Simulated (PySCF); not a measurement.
CaSb (charge −1, triplet)

```xyz
2

Ca    0.0000    0.0000   -2.2021
Sb    0.0000    0.0000    0.7279
```

Core potentials replace the inner electrons of Sb.

Method: PBE0/def2-SVPD, non-relativistic Hamiltonian with scalar-relativistic core potentials where named, at a bond length of 2.930 Å in PySCF 2.14.0.

What can the converged electron density, electron localisation function and spin density tell about the bonding?

Answer. Ca–Sb (2.93 Å): the density is about 0.25 e/Å³ at the midpoint; the ELF peaks at about 0.65 in the valence shell of Sb, 1.3 Å from its nucleus, and drops to about 0.25 between the two atoms.
The unpaired spin (2 electrons) lies mostly on Sb2 (about 1.3) and Ca1 (about 0.7), in electrons by Hirshfeld's partition.

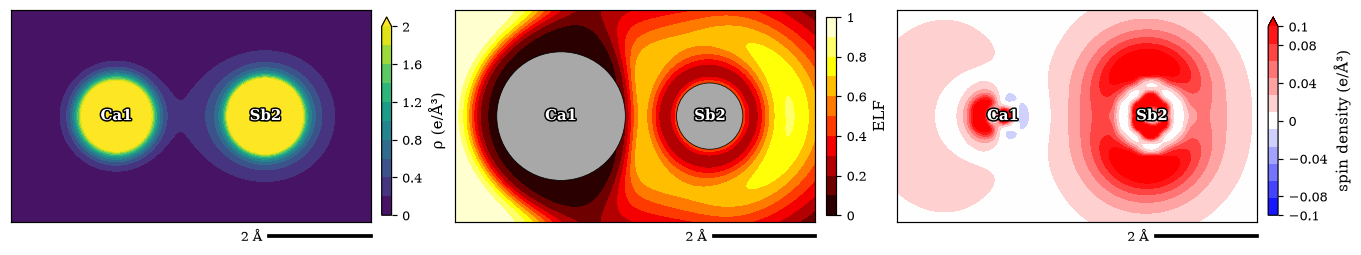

Computed electron density, electron localisation function and spin density on a plane that holds the molecular axis, in this order. Grey discs cover the atomic cores in the ELF map. 
